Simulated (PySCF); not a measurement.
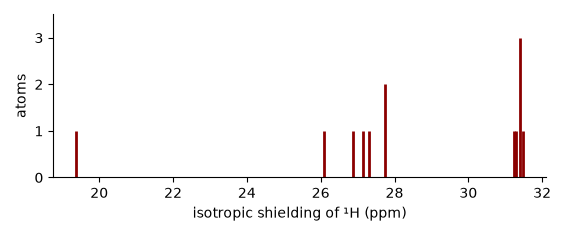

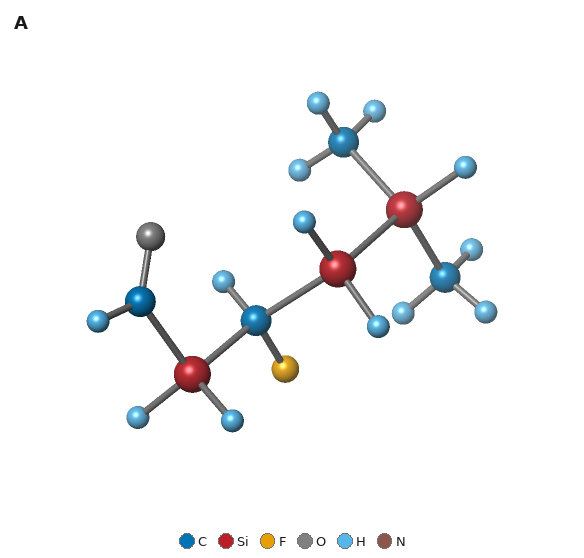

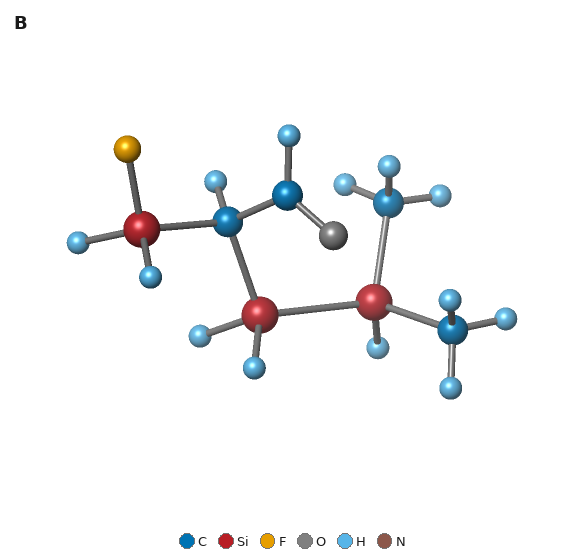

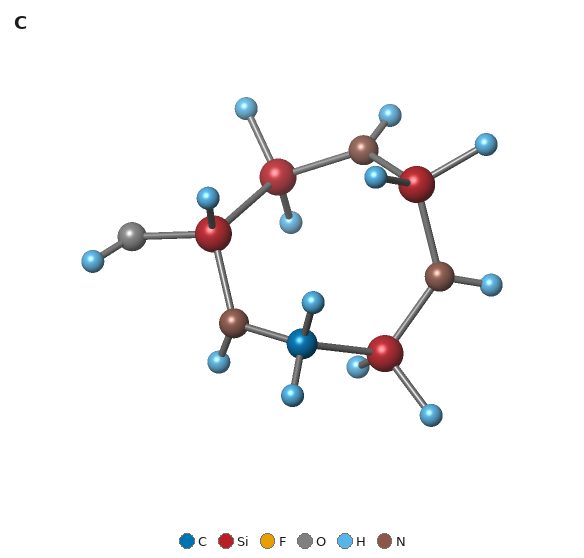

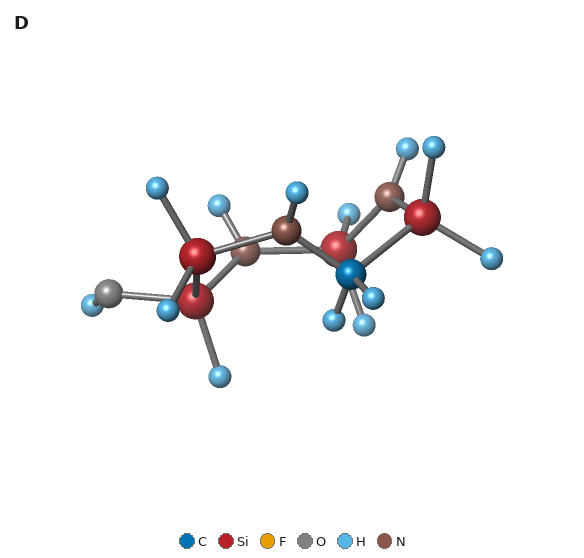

The sticks are computed shieldings of one of the molecules, for one fixed geometry (GFN2-xTB) without averaging over rotations. Low shielding means a high chemical shift. Method: GIAO PBE0/pcSseg-1 NMR shielding, non-relativistic, gas phase (PySCF 2.14.0).

Which molecule gives this pattern?

A, `C[SiH](C)[SiH2][C@@H](F)[SiH2]C=O`. Its 13 H atoms give lines at 19.36, 26.08, 26.88, 27.15, 27.31, 27.76 (2 atoms), 31.24, 31.30, 31.41 (3 atoms), 31.49 ppm.

The geometry is semi-empirical. Around Si such bond lengths and angles can be off by a tenth of an ångström or more and by several degrees, and values that hang on the shape move with them.
